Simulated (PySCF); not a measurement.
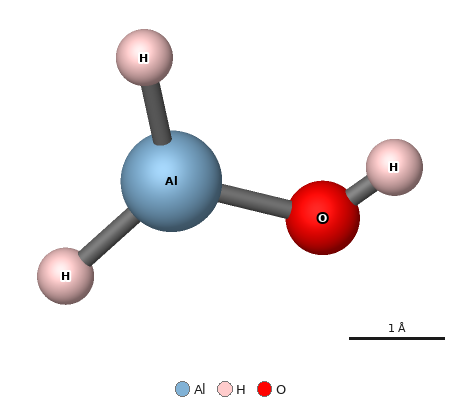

Fig. 1: The structure (ball-and-stick view, seen at a tilt). Sticks mark near contacts. Bond lengths as drawn: Al–H 1.58 to 1.59 Å, Al–O 1.70 Å and H–O 0.96 Å.

# Frequency calculation of AlH3O

AlH3O, computed with RKS PBE0-D4/def2-TZVP, density fitting (PySCF 2.14.0).

The geometry comes from this level: PBE0-D4/def2-TZVP.

## Output
```
Vibrations: 433.70 488.78 617.26 673.07 768.31 865.35 1927.74 1962.29 3959.53 cm⁻¹, zero-point energy 0.725062 eV
Total energy -8689.552343 eV, <S^2> 0.0000
```

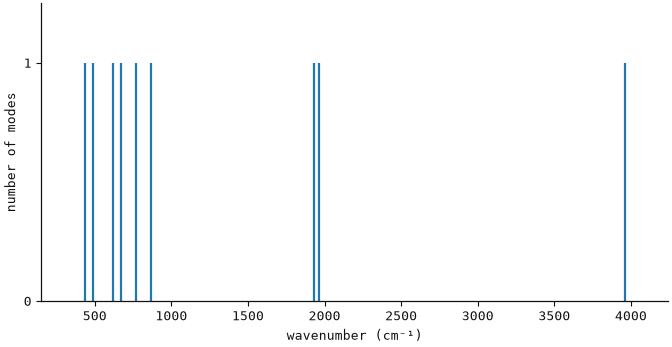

Fig. 2: Harmonic vibrational wavenumbers from the force constants; neighbouring modes closer than 16 cm⁻¹ are counted in one stick. 9 modes from 434 to 3960 cm⁻¹, none imaginary.

This output came from the following input.

## Input file
```python
import json, numpy as np
from pyscf import gto, scf, dft, mp, cc
EV, BOHR = 27.211386245988, 0.529177210903
mol = gto.M(atom="""
Al -0.681216 -0.377524 -0.119549
H -0.538059 -1.278320 -1.406161
H -0.819450 -0.940379 1.355685
O -0.682390 1.297847 -0.381704
H -0.762895 1.938815 0.322593
""", basis="def2-tzvp", charge=0, spin=0, max_memory=8670, verbose=0)
def mean_field(mol, dm=None):
    mf = dft.RKS(mol, xc="pbe0").density_fit()
    mf.conv_tol = 1e-9; mf.grids.level = 4
    mf.kernel(dm0=dm)
    if not mf.converged: mf = mf.newton().run(mf.mo_coeff, mf.mo_occ)
    assert mf.converged
    return mf
def d4(mol):
    from pyscf.dispersion.dftd4 import DFTD4Dispersion
    real = gto.M(atom=[(mol.atom_pure_symbol(i), mol.atom_coord(i)) for i in range(5)], unit='B', charge=mol.charge, spin=None, basis='def2-svp', verbose=0)
    r = DFTD4Dispersion(real, xc="pbe0", atm=True).get_dispersion(grad=True); return r["energy"], r["gradient"]
def energy_and_gradient(mol, dm=None):
    mf = mean_field(mol, dm); e, g = d4(mol)
    return mf, (mf.e_tot + e) * EV, (mf.nuc_grad_method().kernel()[:5] + g) * EV / BOHR
out = {}
from pyscf.hessian import thermo
mf = mean_field(mol); n = mol.natm; h = mf.Hessian().kernel(); x0 = mol.atom_coords()
for i in range(n):
    for a in range(3):
        g = []
        for s in (1, -1):
            x = x0.copy(); x[i, a] += s * 0.005; g.append(d4(mol.set_geom_(x, unit='B', inplace=False))[1])
        h[i, :, a, :] += (g[0] - g[1]) / 0.01
for i in range(n): h[i, i] -= h[i].sum(0)  # translational sum rule: the analytic Hessian lacks the grid's response
w = thermo.harmonic_analysis(mol, h, imaginary_freq=False)['freq_wavenumber']; r = w[w > 0] * 1.239842e-4; T = [298.15, 498.15, 698.15, 898.15]
print("Vibrations: " + " ".join(f"{a:.2f}" for a in w) + f" cm⁻¹, zero-point energy {r.sum() / 2:.6f} eV")
A = [r.sum() / 2 + 8.617333e-5 * t * np.log(1 - np.exp(-r / 8.617333e-5 / t)).sum() for t in T]
out.update(energy=(mf.e_tot + d4(mol)[0]) * EV, converged=True, hessian=(h.transpose(0, 2, 1, 3).reshape(3 * n, -1) * EV / BOHR**2).round(5).tolist(), temperatures=T, free_energy=A)
out['s2'] = mf.spin_square()[0]; out['nelec'] = mol.nelec
print(f"Total energy {out['energy']:.6f} eV, <S^2> {out['s2']:.4f}")
json.dump(out, open("out.json", "w"), default=float)
```

Run as:
```bash
OMP_NUM_THREADS=4 python run.py
```

## Summary

- outcome: converged
- total energy: −8689.5523 eV
- hardware: 4 threads of Arm Neoverse V2, 23 GiB of memory available, shared host
- wall time: 24 s (CPU time 82 s)
- peak memory: 1.2 GiB
